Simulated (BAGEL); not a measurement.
**SiH4O2 (SMILES O[SiH2]O) at RI-MP2/def2-SVPD (density fitting with cc-pvqz-jkfit)**

Aim: the energy change on altering one bond length of SiH4O2 at RI-MP2/def2-SVPD (density fitting with cc-pvqz-jkfit), from 2 runs. 

The calculation is run with BAGEL 1.2.2.

## (1) The system as given

SiH4O2 has 7 atoms, charge 0, and is taken as a singlet. SMILES: `O[SiH2]O`. Geometry: relaxed at PBE0-D4/def2-TZVP. This is one conformer, not always the lowest.

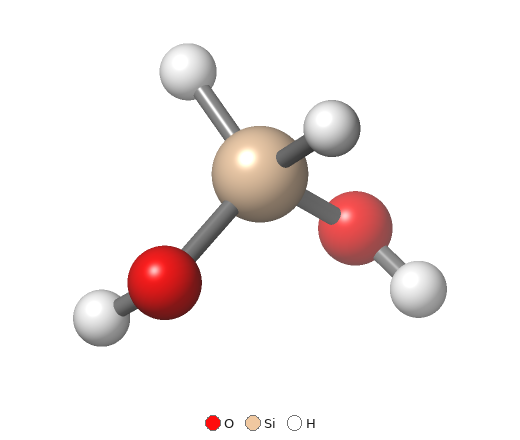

Viewed from a chosen angle; oxygen red, silicon light orange, hydrogen white.

## (2) A single-point energy at RI-MP2/def2-SVPD (density fitting with cc-pvqz-jkfit)

input.json

```json
{ "bagel": [

{
  "title": "molecule",
  "basis": "def2-svpd.json",
  "df_basis": "cc-pvqz-jkfit",
  "angstrom": true,
  "geometry": [
    { "atom": "O", "xyz": [   -1.385150,   -0.243860,   -0.354380 ] },
    { "atom": "Si", "xyz": [    0.051410,    0.422210,    0.079240 ] },
    { "atom": "O", "xyz": [    1.274030,   -0.668570,    0.183160 ] },
    { "atom": "H", "xyz": [   -1.456660,   -0.615580,   -1.234790 ] },
    { "atom": "H", "xyz": [    0.526670,    1.393040,   -0.933360 ] },
    { "atom": "H", "xyz": [   -0.229300,    1.048860,    1.391580 ] },
    { "atom": "H", "xyz": [    1.219010,   -1.336090,    0.868560 ] }
  ]
},
{ "title": "hf" },
{ "title": "mp2", "ncore": 7 }

]}
```

The basis set def2-SVPD is read from a file made from the Basis Set Exchange's data (not shown).

The run is started by

```bash
BAGEL_NUM_THREADS=1 BAGEL input.json > input.out
```

The program printed:

```text
* using 1 threads per process

  ===============================================================
  ===============================================================

  *** Geometry ***

  { "atom" : "O", "xyz" : [     -2.617554,     -0.460829,     -0.669681 ] },
  { "atom" : "Si", "xyz" : [      0.097151,      0.797861,      0.149742 ] },
  { "atom" : "O", "xyz" : [      2.407568,     -1.263414,      0.346122 ] },
  { "atom" : "H", "xyz" : [     -2.752688,     -1.163278,     -2.333415 ] },
  { "atom" : "H", "xyz" : [      0.995262,      2.632464,     -1.763795 ] },
  { "atom" : "H", "xyz" : [     -0.433314,      1.982058,      2.629705 ] },
  { "atom" : "H", "xyz" : [      2.303595,     -2.524844,      1.641341 ] },

  Number of auxiliary basis functions:      564

  Since a DF basis is specified, we compute 2- and 3-index integrals:
    o Being stored without compression. Storage requirement is 0.047 GB

  Number of basis functions:      102
  Number of electrons      :       34

    * METHOD: MOLECULE                             0.45

  *** RHF ***

  === Nuclear Repulsion ===
   120.4739519771

      * DIIS with orbital gradients will be used.

  === RHF iteration (def2-svpd.json) ===
      0       -440.56711300          0.02505147           0.10
      1       -440.74671177          0.01866496           0.10
      2       -440.87994466          0.00139562           0.09
      3       -440.88117296          0.00018924           0.14
      4       -440.88119758          0.00004399           0.11
      5       -440.88119919          0.00001118           0.10
      6       -440.88119930          0.00000253           0.10
      7       -440.88119930          0.00000069           0.10
      8       -440.88119930          0.00000020           0.10
      9       -440.88119930          0.00000007           0.10
     10       -440.88119930          0.00000002           0.09
     11       -440.88119930          0.00000000           0.09
    * SCF iteration converged.

    * Permanent dipole moment:
           (    0.041170,     0.338065,     0.063395) a.u.

    * METHOD: HF                                   1.45

  *** RHF ***

  === Nuclear Repulsion ===
   120.4739519771

      * DIIS with orbital gradients will be used.

  === RHF iteration (def2-svpd.json) ===
      0       -440.88119930          0.00000000           0.09
    * SCF iteration converged.

    * Permanent dipole moment:
           (    0.041170,     0.338065,     0.063395) a.u.

  === DF-MP2 calculation ===

    * freezing 7 orbitals
    * 3-index integral transformation done
    * assembly done

      MP2 correlation energy:   -0.5023117063      0.06

      MP2 total energy:       -441.3835110104

    * METHOD: MP2                                  0.27

  ===============================================================
```

Wall time 2.4 s (1 thread of Intel Xeon Platinum 8259CL at 2.50GHz (Skylake/Cascade Lake), shared host); peak memory 0.14 GiB.

## (3) The distorted shape at the same level

calc.json

```json
{ "bagel" : [

{
  "title" : "molecule",
  "basis" : "def2-svpd.json",
  "df_basis" : "cc-pvqz-jkfit",
  "angstrom" : true,
  "geometry" : [
    { "atom" : "O", "xyz" : [   -3.109044,   -1.043154,   -0.874731 ] },
    { "atom" : "Si", "xyz" : [    0.051410,    0.422210,    0.079240 ] },
    { "atom" : "O", "xyz" : [    1.274030,   -0.668570,    0.183160 ] },
    { "atom" : "H", "xyz" : [   -3.180554,   -1.414874,   -1.755141 ] },
    { "atom" : "H", "xyz" : [    0.526670,    1.393040,   -0.933360 ] },
    { "atom" : "H", "xyz" : [   -0.229300,    1.048860,    1.391580 ] },
    { "atom" : "H", "xyz" : [    1.219010,   -1.336090,    0.868560 ] }
  ]
},
{
  "title" : "hf"
},
{
  "title" : "mp2",
  "ncore" : 7
}

]}
```

The basis set def2-SVPD is read from a file made from the Basis Set Exchange's data (not shown).

The run is started by

```bash
BAGEL_NUM_THREADS=1 BAGEL calc.json > calc.out
```

The program printed:

```text
* using 1 threads per process

  ===============================================================
  ===============================================================

  *** Geometry ***

  { "atom" : "O", "xyz" : [     -5.875242,     -1.971275,     -1.653002 ] },
  { "atom" : "Si", "xyz" : [      0.097151,      0.797861,      0.149742 ] },
  { "atom" : "O", "xyz" : [      2.407568,     -1.263414,      0.346122 ] },
  { "atom" : "H", "xyz" : [     -6.010376,     -2.673724,     -3.316736 ] },
  { "atom" : "H", "xyz" : [      0.995262,      2.632464,     -1.763795 ] },
  { "atom" : "H", "xyz" : [     -0.433314,      1.982058,      2.629705 ] },
  { "atom" : "H", "xyz" : [      2.303595,     -2.524844,      1.641341 ] },

  Number of auxiliary basis functions:      564

  Since a DF basis is specified, we compute 2- and 3-index integrals:
    o Being stored without compression. Storage requirement is 0.047 GB

  Number of basis functions:      102
  Number of electrons      :       34

    * METHOD: MOLECULE                             0.51

  *** RHF ***

  === Nuclear Repulsion ===
    91.8858472984

      * DIIS with orbital gradients will be used.

  === RHF iteration (def2-svpd.json) ===
      0       -440.11496901          0.02928717           0.10
      1       -437.71039700          0.07006464           0.09
      2       -440.54869705          0.01115100           0.09
      3       -440.60632858          0.00318226           0.09
      4       -440.61399702          0.00095050           0.09
      5       -440.61558341          0.00083956           0.09
      6       -440.61636991          0.00049026           0.09
      7       -440.61682838          0.00014590           0.10
      8       -440.61686971          0.00003461           0.09
      9       -440.61687295          0.00001672           0.09
     10       -440.61687400          0.00001086           0.09
     11       -440.61687442          0.00000838           0.09
     12       -440.61687476          0.00000467           0.09
     13       -440.61687491          0.00000284           0.09
     14       -440.61687496          0.00000181           0.11
     15       -440.61687497          0.00000061           0.09
     16       -440.61687497          0.00000024           0.09
     17       -440.61687497          0.00000017           0.09
     18       -440.61687497          0.00000008           0.09
     19       -440.61687497          0.00000004           0.09
     20       -440.61687497          0.00000003           0.09
     21       -440.61687497          0.00000002           0.09
     22       -440.61687497          0.00000001           0.09
     23       -440.61687497          0.00000001           0.09
    * SCF iteration converged.

    * Permanent dipole moment:
           (   -3.183009,    -1.162639,    -1.103433) a.u.

    * METHOD: HF                                   2.46

  *** RHF ***

  === Nuclear Repulsion ===
    91.8858472984

      * DIIS with orbital gradients will be used.

  === RHF iteration (def2-svpd.json) ===
      0       -440.61687497          0.00000000           0.09
    * SCF iteration converged.

    * Permanent dipole moment:
           (   -3.183009,    -1.162639,    -1.103433) a.u.

  === DF-MP2 calculation ===

    * freezing 7 orbitals
    * 3-index integral transformation done
    * assembly done

      MP2 correlation energy:   -0.5511507047      0.06

      MP2 total energy:       -441.1680256776

    * METHOD: MP2                                  0.27

  ===============================================================
```

Wall time 3.6 s (1 thread of Intel Xeon Platinum 8259CL at 2.50GHz (Skylake/Cascade Lake), shared host); peak memory 0.14 GiB.

## (4) What came out

Level: RI-MP2/def2-SVPD (density fitting with cc-pvqz-jkfit), 7 core orbitals frozen.

| quantity | value |
| --- | --- |
| first shape: total energy | -441.38351 Eh |
| first shape: correlation energy (7 core orbitals frozen) | -502.3 mEh |
| distorted shape: total energy | -441.16803 Eh |
| distorted shape: correlation energy (7 core orbitals frozen) | -551.2 mEh |
| energy change with the O1–Si2 bond stretched from 1.642 to 3.612 Å | 5.864 eV |

One bond (distorted shape) is far stretched, which a spin-restricted single reference describes badly; perturbation theory on it can break down and give far too much correlation. With the O1–Si2 bond stretched from 1.642 to 3.612 Å the energy rises by 5.86 eV (566 kJ/mol). The first shape isn't relaxed at this level, so the change isn't measured from a minimum. A restricted reference can't describe the breaking bond well at this length.
